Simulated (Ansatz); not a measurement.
**LiPS3 (C2/m): G0W0 under other settings**

A base run on LiPS3 (C2/m), then changed inputs.

Calculated with Ansatz 0.2.0; G0W0 on PBE, plane waves, PAW; PAW set soft_1.

## (1) Set-up

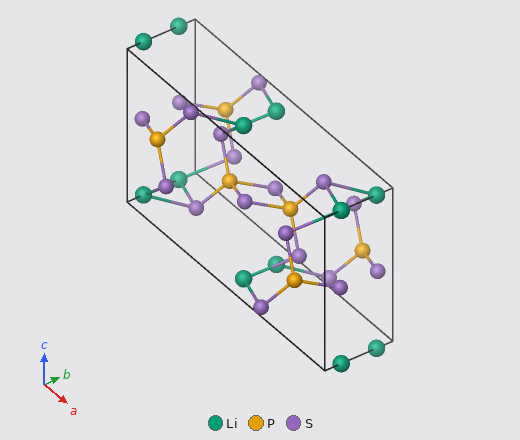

Start, viewed slightly off an axis; lithium teal, phosphorus orange, sulfur purple. This picture shows the conventional cell, with its axes. Bonds to atoms that aren't drawn are left out. Some periodic images of atoms are drawn too.

Geometry: measured cell, ions relaxed with PBE. The runs that relaxed it are not among those shown.

## (2) The base run: 2×2×2 mesh, 469 empty bands, screening to 100 eV, plasmon pole, PAW set soft_1 files

G0W0 replaces the xc potential by the self-energy, built once from these orbitals. Only a window of levels is corrected, while the sums run over the empty bands that the input names. This step takes PAW set soft_1 files.

File input.yaml:

```yaml
crystal:
  lattice:
    - [5.5578, -3.5035, 0.0]
    - [5.5578, 3.5035, 0.0]
    - [-3.7957895619, 0.0, 5.3074392707]
  atoms:
    - { symbol: Li, position: [0.7591184309, 0.2408815691, 0.0] }
    - { symbol: Li, position: [0.2408815691, 0.7591184309, 0.0] }
    - { symbol: P, position: [0.1535229576, 0.1535229576, 0.5780140654] }
    - { symbol: P, position: [0.8464770424, 0.8464770424, 0.4219859346] }
    - { symbol: S, position: [0.2240344925, 0.7759655075, 0.5] }
    - { symbol: S, position: [0.7759655075, 0.2240344925, 0.5] }
    - { symbol: S, position: [0.197106774, 0.197106774, 0.3187113102] }
    - { symbol: S, position: [0.802893226, 0.802893226, 0.6812886898] }
    - { symbol: S, position: [0.3227742362, 0.3227742362, 0.940813349] }
    - { symbol: S, position: [0.6772257638, 0.6772257638, 0.059186651] }
kpoints:
  mp_grid: { grid: [2, 2, 2] }
hamiltonian:
  xc: pbe
  pseudopotentials: { kind: paw, azcp: { folder: soft_1 } }
scf:
  occupations: { method: fixed }
gw:
  n_empty_bands: 469
  ecut_chi: 100
  qp_bands: [v3, c3]
  qp_kpoints: band_edges
  screening: { model: godby_needs }
```

The run is started by

```bash
ansatz run input.yaml --threads 2 --pin off --max-ram 92160MiB --backend cuda --events-out ev --progress --plain --runs-dir out --devices 1 --max-vram 13GiB
```

Numbers of over 12 decimals in the logs are rounded to 6 here.

What it wrote:

```text
GPUs: using 1 of 1 available (devices: 1).
Engine: ansatz 0.2.0, x86_64-unknown-linux-gnu
Pseudopotentials: kind: paw
Pseudopotential: Li, paw, valence charge 3, recommended cutoff 420 eV (normal), soft_1/Li.paw.azcp
Pseudopotential: P, paw, valence charge 5, recommended cutoff 420 eV (normal), soft_1/P.paw.azcp
Pseudopotential: S, paw, valence charge 6, recommended cutoff 420 eV (normal), soft_1/S.paw.azcp
Functional definition: PBE
  parameter kappa = 0.804
  parameter beta = 0.066725
  exchange = pbe_x(kappa = kappa, mu = beta*pi^2/3)
  correlation = pbe_c(beta = beta)
device memory: the entry about to start is reckoned to put 1.9 GiB on a device that reports 34.2 GiB free (of which the cap on the GPU budget leaves the run 13.0 GiB)
GPU FFT provider: cuFFT
GPU libraries: cuBLAS 13.8.2, cuFFT 12.4.0, cuSOLVER 12.3.4
Crystal: 10 atoms, lattice volume = 206.690 Å³
Basis set: ecut = 420 eV, 3981 PW (Γ)
Bands: 36, of which v1, the nominal top of the filled ones, is band 26 counted from 1 (25 counted from 0)
Symmetry: 4 space group operations
Space group: C2/m (ITA 12), of the structure as read, at distance tolerance 5.9e-5 Å
k-points: 6 of 8
Non-local potential: Li, projectors of the file, l = 0: 3, l = 1: 2, l = 2: 1
Non-local potential: P, projectors of the file, l = 0: 2, l = 1: 2, l = 2: 1
Non-local potential: S, projectors of the file, l = 0: 2, l = 1: 2, l = 2: 1
PAW form: soft (Blöchl's): semilocal exchange-correlation on the pseudo side does not see the compensation charge
PAW one-centre angular grid: Li, 110 points (default); XC on 96 Gauss nodes
PAW one-centre angular grid: P, 110 points (default); XC on 64 Gauss nodes
PAW one-centre angular grid: S, 110 points (default); XC on 64 Gauss nodes
Initial density: superposition of atomic densities (chi_scale 0.1, normalization cell, long waves kept (reshape's long-wave potential 0.03 eV rms))
Initial wavefunctions: pseudopotential atomic-orbital guess
GPU buffer pool allocated for 91125 grid points (all kernels)
GPU transforms: local potential and band sums: pruned to the plane-wave sphere, on 45×45×45
Functional: x = pbe(κ = 0.804, μ = 0.219515), c = pbe(β = 0.066725)
SCF iter   1: F=—  HF=-7340.619630 eV  |F-HF|=—  |Δ(HF+E_count)|=         —  Δρ=4.46e-2  dr2=6.24e0  ethr=3.10e-3  ⟨swp⟩=5.2  Hψ=1047  notcnv=0  defer=42
preconditioner: auto → Resta (q_TF=auto, 2.168 Å⁻¹)  ε∞=4.0  [insulator: Δε(μ)=2.622 eV  Ē_g=10.392 eV  n_scr=34 (ndim 8)  ℏωp=17.9 eV  f_vac=0.000  ε∞_Penn≈4.0]
SCF iter   2: F=—  HF=-7339.077976 eV  |F-HF|=—  |Δ(HF+E_count)|=    1.54e0  Δρ=2.23e-2  dr2=1.25e0  ethr=3.10e-3  ⟨swp⟩=3.0  Hψ=417  notcnv=0  defer=38
SCF iter   3: F=—  HF=-7338.759098 eV  |F-HF|=—  |Δ(HF+E_count)|=   3.19e-1  Δρ=5.22e-3  dr2=8.02e-2  ethr=2.40e-3  ⟨swp⟩=3.7  Hψ=351  notcnv=0  defer=46
[...]
NSCF: frozen V_eff on 1 k-points
device memory: the entry about to start is reckoned to put 0.8 GiB on a device that reports 37.0 GiB free (of which the cap on the GPU budget leaves the run 13.0 GiB)
NSCF: frozen V_eff on 1 k-points
SCF converged after 9 iterations
Free energy (F): -7338.756914 eV
Harris-Foulkes:  -7338.756914 eV  (|F-HF|=7.02e-9)
Internal energy: -7338.756914 eV  (E = F + TS)
E sigma→0 (E₀):  -7338.756914 eV
Fermi energy:    3.829026 eV
--- Per-component energies (eV) ---
  E_band       = -259.818621
  E_kinetic    = 810.510146
  E_local      = -1404.466832  (includes V_loc(G=0)·N_el)
  E_nonlocal   = 230.144024
  E_hartree    = 427.492773
  E_xc         = -698.474842
  E_vxc        = -642.851954  (∫ρ·V_xc dr)
  E_paw        = -4815.158393  (= ΣΔE_a)
  E_vpaw       = -108.139070  (= ΣTr[D̂ρ^β])
  E_aug_tail   = 0.000510  (compensation charges beyond the density's cutoff)
  E_ewald      = -1888.804300
  E_smearing   = -0.000000  (= −TS)
  E_closure    = 0.000000  (closes the sum)
  Σ components = -7338.756914   (vs F -7338.756914, Δ=0.00e0)
--- Band table (eV; the first three rows and the last of 6) ---
  k-point 0: bands = [... 22 lower, 3.0333, 3.3005, 3.3950, 3.8290, 5.9411, 6.4922, 6.7897, 7.6491, ... 6 higher]
  k-point 1: bands = [... 22 lower, 3.0962, 3.1006, 3.1282, 3.1358, 5.5516, 6.4368, 6.5952, 7.7750, ... 6 higher]
  k-point 2: bands = [... 22 lower, 2.7932, 3.0971, 3.2192, 3.3284, 5.7719, 6.7121, 6.9472, 7.6095, ... 6 higher]
  k-point 5: bands = [... 22 lower, 3.0947, 3.1070, 3.1576, 3.3236, 6.2691, 6.5589, 7.3020, 7.6369, ... 6 higher]
--- G₀W₀: ω_p = 18.6251 eV, 8 q-points, 469 empty bands' worth ---
  eigenvalues of the whole cell's RPA ε∞ on this k-mesh (on a slab, of 1 + 4πα/V) = 4.5917, 4.8908, 6.3286; static W/v taken at q = 0 is 0.191203
  GN-PPA: 463658/1787117 pairs with Re ω̃² < 0 across q-mesh
  gw.qp_kpoints: band_edges: 6 of 6 stored k-points solved, in 1 pass; an edge of the gap read off the rows below is read off those points alone
    ik  band        ε_KS         Σx   Σc(E_QP)       V_xc       Z   E_QP_lin       E_QP  E_QP is
     0    24      3.3005   -18.1144     2.1521   -15.3003  0.7683     2.6352     2.6385  root
     0    25      3.3950   -17.7771     2.1309   -14.9670  0.7691     2.7121     2.7158  root
     0    26      3.8290   -18.4675     2.3270   -15.4405  0.7675     3.1250     3.1289  root
     0    27      5.9411   -10.1780    -3.8649   -14.7616  0.7773     6.6635     6.6598  root
     0    28      6.4922    -9.1113    -3.8370   -13.6042  0.7844     7.1512     7.1481  root
     0    29      6.7897   -10.2231    -4.2581   -15.3137  0.7820     7.6283     7.6222  root
     1    24      3.1006   -17.8708     2.4976   -14.5900  0.7657     2.3108     2.3175  root
     1    25      3.1282   -17.8922     2.2812   -14.9008  0.7675     2.4148     2.4181  root
[...]
5    26      3.3236   -18.2382     2.4349   -15.0661  0.7666     2.5817     2.5863  root
     5    27      6.2691    -9.8887    -4.0301   -14.6897  0.7768     7.0447     7.0400  root
     5    28      6.5589    -8.8228    -3.9649   -13.4805  0.7882     7.2552     7.2517  root
     5    29      7.3020    -9.2298    -4.0984   -14.0684  0.7784     8.0442     8.0422  root
```

Wall time 30 s (1 × NVIDIA H100 80GB HBM3 (shared by 6 runs) with 2 threads of AMD EPYC 7R13 (Zen 3), shared host); peak memory 1.5 GiB; 41 s of CPU time.

Numbers from this step:

```yaml
bands_summed: 495
plasmon_pole_fit_frequency: 18.63 eV
rpa_eps_infinity_on_this_mesh_eigenvalues: 4.592, 4.891, 6.329
plane_waves_in_the_screening_matrix: 479
q_points_in_the_mesh: 8
g0w0_gap_on_the_mesh: 3.144 eV
k_of_the_valence_top: 0, 0, 0
k_of_the_conduction_bottom: 0, 0, -0.5
starting_gap_on_the_mesh: 1.723 eV
z_at_the_valence_top: 0.7675
z_at_the_conduction_bottom: 0.7802
least_direct_g0w0_gap_on_the_computed_points: 3.531 eV
```

The gap on the mesh goes from 1.72 eV to 3.14 eV, a correction of +1.42 eV. Between the two edge states, bare exchange in place of the xc potential would open the gap by 7.70 eV, and correlation takes back 6.28 eV.

## (3) Variant: plasmon pole at a typed frequency

Edit input.yaml of step 2 so:

```diff
@@ -29 +29,2 @@
   screening: { model: godby_needs }
+  plasmon_pole_fit_frequency: 40
```

What it wrote:

```text
GPUs: using 1 of 1 available (devices: 1).
[...]
GPU FFT provider: cuFFT
GPU libraries: cuBLAS 13.8.2, cuFFT 12.4.0, cuSOLVER 12.3.4
Crystal: 10 atoms, lattice volume = 206.690 Å³
Basis set: ecut = 420 eV, 3981 PW (Γ)
Bands: 36, of which v1, the nominal top of the filled ones, is band 26 counted from 1 (25 counted from 0)
Symmetry: 4 space group operations
[...]
k-points: 6 of 8
[...]
GPU buffer pool allocated for 91125 grid points (all kernels)
[...]
SCF iter   1: F=—  HF=-7340.619630 eV  |F-HF|=—  |Δ(HF+E_count)|=         —  Δρ=4.46e-2  dr2=6.24e0  ethr=3.10e-3  ⟨swp⟩=5.2  Hψ=1047  notcnv=0  defer=42
[...]
SCF iter   9: F=-7338.756914 eV  HF=-7338.756914 eV  |F-HF|=7.02e-9  |Δ(HF+E_count)|=   1.82e-7  Δρ=1.93e-6  dr2=1.12e-8  ethr=1.92e-10  ⟨swp⟩=16.7  Hψ=1257  notcnv=0
SCF 1 converged in 9 iterations: F = -7338.756914 eV  dr2 = 1.12e-8
[...]
NSCF: frozen V_eff on 6 k-points
[...]
G₀W₀ screening: q 1/6
[... further progress lines ...]
[...]
SCF converged after 9 iterations
Free energy (F): -7338.756914 eV
[...]
Internal energy: -7338.756914 eV  (E = F + TS)
E sigma→0 (E₀):  -7338.756914 eV
Fermi energy:    3.829026 eV
[...]
--- Band table (eV; the first three rows and the last of 6) ---
  k-point 0: bands = [... 22 lower, 3.0333, 3.3005, 3.3950, 3.8290, 5.9411, 6.4922, 6.7897, 7.6491, ... 6 higher]
  k-point 1: bands = [... 22 lower, 3.0962, 3.1006, 3.1282, 3.1358, 5.5516, 6.4368, 6.5952, 7.7750, ... 6 higher]
  k-point 2: bands = [... 22 lower, 2.7932, 3.0971, 3.2192, 3.3284, 5.7719, 6.7121, 6.9472, 7.6095, ... 6 higher]
  k-point 5: bands = [... 22 lower, 3.0947, 3.1070, 3.1576, 3.3236, 6.2691, 6.5589, 7.3020, 7.6369, ... 6 higher]
--- G₀W₀: ω_p = 40.0000 eV, 8 q-points, 469 empty bands' worth ---
[...]
GN-PPA: 530802/1787117 pairs with Re ω̃² < 0 across q-mesh
[...]
0    24      3.3005   -18.1144     2.0516   -15.3003  0.7797     2.5338     2.5381  root
     0    25      3.3950   -17.7771     2.0341   -14.9670  0.7808     2.6148     2.6190  root
     0    26      3.8290   -18.4675     2.2299   -15.4405  0.7790     3.0273     3.0319  root
     0    27      5.9411   -10.1780    -3.9248   -14.7616  0.7883     6.6025     6.5999  root
     0    28      6.4922    -9.1113    -3.9020   -13.6042  0.7955     7.0848     7.0830  root
     0    29      6.7897   -10.2231    -4.3180   -15.3137  0.7934     7.5670     7.5622  root
     1    24      3.1006   -17.8708     2.3927   -14.5900  0.7776     2.2056     2.2125  root
     1    25      3.1282   -17.8922     2.1791   -14.9008  0.7788     2.3108     2.3160  root
[...]
5    26      3.3236   -18.2382     2.3353   -15.0661  0.7786     2.4815     2.4868  root
     5    27      6.2691    -9.8887    -4.0851   -14.6897  0.7882     6.9874     6.9850  root
     5    28      6.5589    -8.8228    -4.0265   -13.4805  0.7995     7.1929     7.1901  root
     5    29      7.3020    -9.2298    -4.1559   -14.0684  0.7924     7.9871     7.9848  root
```

The job ended after 15 s (1 × NVIDIA H100 80GB HBM3 (shared by 6 runs) with 2 threads; peak memory 1.5 GiB; 20 s of CPU time).

The G0W0 gap on the mesh is 3.180 eV.

Against the base:

```
                   setting  base  variant
plasmon pole fit frequency     -       40
```

```
                                    quantity  variant   base
                    starting gap on the mesh    1.723  1.723
                        G0W0 gap on the mesh    3.180  3.144
least direct G0W0 gap on the computed points    3.568  3.531
                        Z at the valence top    0.779  0.768
                  Z at the conduction bottom    0.791  0.780
```

## (4) Results

```yaml
base: 3.14 eV, 30 s
plasmon_pole_at_a_typed_frequency: 3.18 eV, 15 s
```

Plasmon pole at a typed frequency: the gap moves by +0.04 eV. All runs here use a coarse mesh and modest cutoffs; they test settings and are not final values. The 2×2×2 mesh is coarse for this cell (its supercell is 13 Å along the shortest edge). The RPA ε∞ on it, from the PBE start, is 4.59, 4.89 and 6.33; such meshes misread the long-range screening, most where the gap is narrow.

[Paths, hosts, dates, memory and timing lines, banners, echoed tables and standing remarks are left out of the program output.]

[Logs are printed without paths, hosts, clocks, repeated set-up lines and the standing remarks that a program may print on its own settings, such as how far it seeks lower states.]

[Runs of the session that timed out or met a known fault of the program may be left out.]

[Cells called generated may have been cut or substituted from an entry of the Crystallography Open Database or the Materials Project.]

[Hosts, paths, dates, database ids (printed as entryN), source tags and the programs' standing remarks are cut or masked in the printed files.]
